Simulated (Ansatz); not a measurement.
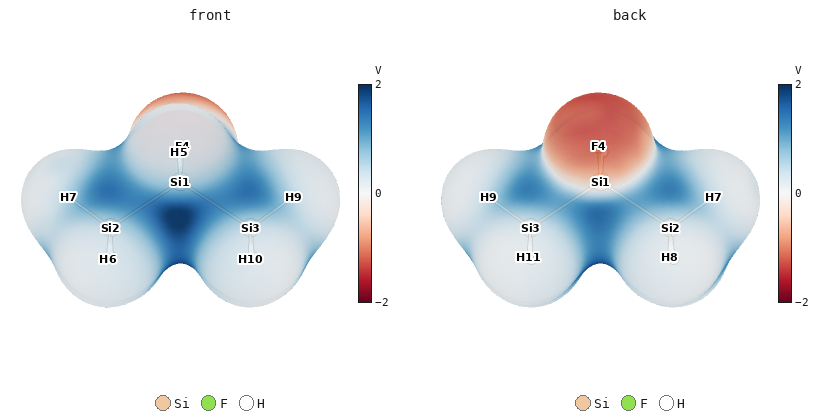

Figure 1: FH7Si3 (SMILES [SiH]([SiH3])([SiH3])F). The molecular electrostatic potential painted on the density surface at 0.002 e/bohr³, seen from the front and from behind; the colour scale runs from red (negative) to blue (positive).

Method: Hartree-Fock, Gaussian basis def2-SVP in Ansatz 0.2.0.

```xyz
11

Si    0.1146   -0.6060    0.7018
Si    1.7876    0.9279    0.0215
Si   -1.8889   -0.4306   -0.5512
F     0.7013   -2.1112    0.5059
H    -0.1747   -0.4312    2.1445
H     1.2778    2.3067    0.2303
H     3.0253    0.7395    0.8146
H     2.0920    0.7422   -1.4178
H    -2.8766   -1.4413   -0.1047
H    -2.4541    0.9278   -0.3512
H    -1.6044   -0.6238   -1.9936
```

Describe the electrostatic potential map.

The most negative region (about −1.3 V) lies over F4, the most positive (about +1.9 V) over Si1.
